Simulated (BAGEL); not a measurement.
# MgCl2 (SMILES [Cl][Mg][Cl]) at 3 levels

We compute a comparison of 3 runs (HF/STO-3G, HF/3-21G, HF/6-31G*) of MgCl2. 

Program for the calculation: BAGEL 1.2.2.

9 further runs of the same task are left out: 9 set aside as unsound or not needed. Runs told in other sessions of the task aren't counted.

### Step 1. The molecule

MgCl2: 3 atoms, total charge 0, spin state singlet. SMILES: `[Cl][Mg][Cl]`. One bond was lengthened or shortened from a relaxed shape.

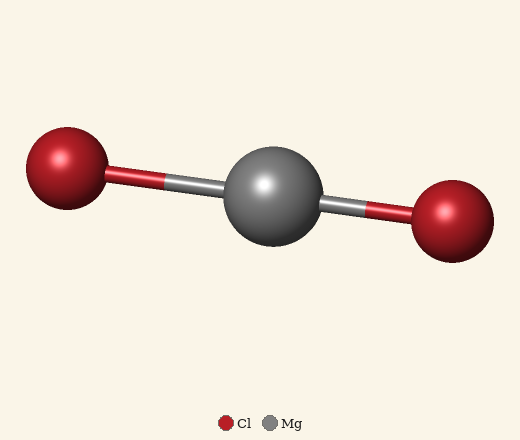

Viewed from a chosen angle; chlorine red, magnesium grey.

### Step 2. The energy at HF/STO-3G (density fitting with qzvpp-jkfit) (run 1)

Input file input.json:

```json
{ "bagel" : [

{
  "title" : "molecule",
  "basis" : "sto-3g",
  "df_basis" : "qzvpp-jkfit",
  "angstrom" : "true",
  "geometry" : [
    { "atom" : "Cl", "xyz" : [       0.533941,       2.352539,       0.540126 ] },
    { "atom" : "Mg", "xyz" : [       0.064641,       0.288539,       0.066226 ] },
    { "atom" : "Cl", "xyz" : [      -0.470100,      -2.086400,      -0.477600 ] }
  ]
},

{
  "title" : "hf"
},

{
  "title" : "print",
  "file" : "orbitals.molden",
  "orbitals" : "true"
}

]}
```

Run with:

```sh
BAGEL_NUM_THREADS=1 BAGEL input.json > input.out
```

Output:

```text
* using 1 threads per process

  ===============================================================
  ===============================================================

  *** Geometry ***

  { "atom" : "Cl", "xyz" : [      1.009002,      4.445654,      1.020690 ] },
  { "atom" : "Mg", "xyz" : [      0.122154,      0.545260,      0.125149 ] },
  { "atom" : "Cl", "xyz" : [     -0.888360,     -3.942725,     -0.902533 ] },

  Number of auxiliary basis functions:      368

  Since a DF basis is specified, we compute 2- and 3-index integrals:
    o Being stored without compression. Storage requirement is 0.002 GB

  Number of basis functions:       27
  Number of electrons      :       46

    * METHOD: MOLECULE                             0.21

  *** RHF ***

  === Nuclear Repulsion ===
   125.8399644783

      * DIIS with orbital gradients will be used.

  === RHF iteration (sto-3g) ===
      0      -1106.40336956          0.01470148           0.05
      1      -1106.46219981          0.00268053           0.05
      2      -1106.46315913          0.00039476           0.05
      3      -1106.46322500          0.00006505           0.04
      4      -1106.46322732          0.00000811           0.04
      5      -1106.46322736          0.00000149           0.05
      6      -1106.46322736          0.00000012           0.05
      7      -1106.46322736          0.00000002           0.05
      8      -1106.46322736          0.00000000           0.05
    * SCF iteration converged.

    * Permanent dipole moment:
           (   -0.115426,    -0.538735,    -0.121724) a.u.

    * METHOD: HF                                   0.57

    * METHOD: PRINT                                0.01

  ===============================================================
```

Wall time 1.4 s (1 thread of AMD EPYC, shared host); peak memory 0.079 GiB.

### Step 3. A single-point energy at HF/3-21G (density fitting with qzvpp-jkfit) (run 2)

Input file job.json:

```json
{ "bagel" : [

{
  "title" : "molecule",
  "basis" : "3-21g",
  "df_basis" : "qzvpp-jkfit",
  "angstrom" : true,
  "geometry" : [
    { "atom" : "Cl", "xyz" : [    0.533941,    2.352539,    0.540126 ] },
    { "atom" : "Mg", "xyz" : [    0.064641,    0.288539,    0.066226 ] },
    { "atom" : "Cl", "xyz" : [   -0.470100,   -2.086400,   -0.477600 ] }
  ]
},
{ "title" : "hf" },
{ "title" : "print", "file" : "orbitals.molden", "orbitals" : true }

]}
```

Run with:

```sh
BAGEL_NUM_THREADS=1 BAGEL job.json > job.out
```

Output:

```text
* using 1 threads per process

  ===============================================================
  ===============================================================

  *** Geometry ***

  { "atom" : "Cl", "xyz" : [      1.009002,      4.445654,      1.020690 ] },
  { "atom" : "Mg", "xyz" : [      0.122154,      0.545260,      0.125149 ] },
  { "atom" : "Cl", "xyz" : [     -0.888360,     -3.942725,     -0.902533 ] },

  Number of auxiliary basis functions:      368

  Since a DF basis is specified, we compute 2- and 3-index integrals:
    o Being stored without compression. Storage requirement is 0.004 GB

  Number of basis functions:       39
  Number of electrons      :       46

    * METHOD: MOLECULE                             0.24

  *** RHF ***

  === Nuclear Repulsion ===
   125.8399644783

      * DIIS with orbital gradients will be used.

  === RHF iteration (3-21g) ===
      0      -1113.16625152          0.01330139           0.06
      1      -1113.22342918          0.00467976           0.07
      2      -1113.23078773          0.00060989           0.07
      3      -1113.23096052          0.00012024           0.06
      4      -1113.23096940          0.00003416           0.07
      5      -1113.23096999          0.00001096           0.05
      6      -1113.23097005          0.00000216           0.05
      7      -1113.23097006          0.00000043           0.06
      8      -1113.23097006          0.00000012           0.06
      9      -1113.23097006          0.00000005           0.06
     10      -1113.23097006          0.00000001           0.06
    * SCF iteration converged.

    * Permanent dipole moment:
           (   -0.096168,    -0.452012,    -0.101941) a.u.

    * METHOD: HF                                   0.88

    * METHOD: PRINT                                0.01

  ===============================================================
```

It took 1.7 s on 1 thread of AMD EPYC, shared host; peak memory 0.079 GiB.

### Step 4. The energy at HF/6-31G(d) (density fitting with qzvpp-jkfit, spherical functions) (run 3)

Input file calc.json:

```json
{ "bagel": [

{
  "title": "molecule",
  "basis": "6-31gs.json",
  "df_basis": "qzvpp-jkfit",
  "angstrom": "true",
  "geometry": [
    { "atom": "Cl", "xyz": [       0.533941,       2.352539,       0.540126 ] },
    { "atom": "Mg", "xyz": [       0.064641,       0.288539,       0.066226 ] },
    { "atom": "Cl", "xyz": [      -0.470100,      -2.086400,      -0.477600 ] }
  ]
},

{
  "title": "hf",
  "charge": 0
},

{
  "title": "print",
  "file": "orbitals.molden",
  "orbitals": "true"
}

]}
```

The basis set 6-31G* is read from a file made from the Basis Set Exchange's data (not shown).

Run with:

```sh
BAGEL_NUM_THREADS=1 BAGEL calc.json > calc.out
```

Output:

```text
* using 1 threads per process

  ===============================================================
  ===============================================================

  *** Geometry ***

  { "atom" : "Cl", "xyz" : [      1.009002,      4.445654,      1.020690 ] },
  { "atom" : "Mg", "xyz" : [      0.122154,      0.545260,      0.125149 ] },
  { "atom" : "Cl", "xyz" : [     -0.888360,     -3.942725,     -0.902533 ] },

  Number of auxiliary basis functions:      368

  Since a DF basis is specified, we compute 2- and 3-index integrals:
    o Being stored without compression. Storage requirement is 0.009 GB

  Number of basis functions:       54
  Number of electrons      :       46

    * METHOD: MOLECULE                             0.35

  *** RHF ***

  === Nuclear Repulsion ===
   125.8399644783

      * DIIS with orbital gradients will be used.

  === RHF iteration (6-31gs.json) ===
      0      -1118.63004389          0.01222862           0.08
      1      -1118.69776096          0.00464110           0.07
      2      -1118.70789717          0.00072188           0.08
      3      -1118.70828478          0.00013123           0.08
      4      -1118.70829769          0.00004008           0.07
      5      -1118.70829918          0.00001121           0.07
      6      -1118.70829929          0.00000235           0.06
      7      -1118.70829930          0.00000053           0.09
      8      -1118.70829930          0.00000013           0.10
      9      -1118.70829930          0.00000005           0.10
     10      -1118.70829930          0.00000001           0.10
     11      -1118.70829930          0.00000000           0.10
    * SCF iteration converged.

    * Permanent dipole moment:
           (   -0.123377,    -0.569977,    -0.129133) a.u.

    * METHOD: HF                                   1.25

    * METHOD: PRINT                                0.02

  ===============================================================
```

Run time: 2.3 s. Hardware: 1 thread of AMD EPYC, shared host; peak memory 0.079 GiB.

### Step 5. The series

| run | level | energy (Eh) | dipole moment (D) | HOMO energy (eV) | LUMO energy (eV) | wall time |
| --- | --- | --- | --- | --- | --- | --- |
| 1 | HF/STO-3G (density fitting with qzvpp-jkfit) | -1106.463227 | 1.43 | -8.37 | 5.57 | 1.4 s |
| 2 | HF/3-21G (density fitting with qzvpp-jkfit) | -1113.230970 | 1.20 | -11.68 | -0.22 | 1.7 s |
| 3 | HF/6-31G* (density fitting with qzvpp-jkfit, spherical functions) | -1118.708299 | 1.52 | -11.58 | 0.09 | 2.3 s |

### Step 6. Outcome

| quantity | value |
| --- | --- |
| run 3: total energy | -1118.70830 Eh |
| run 3: dipole moment | 1.52 D |
| run 3: HOMO energy | -11.58 eV |
| run 3: LUMO energy | 0.09 eV |
| run 3: HOMO–LUMO gap | 11.67 eV |

In words: The dipole moment (its size) runs from 1.20 D (HF/3-21G) to 1.52 D (HF/6-31G*). The HOMO–LUMO gap runs from 11.45 eV (HF/3-21G) to 13.93 eV (HF/STO-3G). In run 1 the basis is minimal, so the values are rough. All runs together took 5.4 s, the longest 2.3 s.
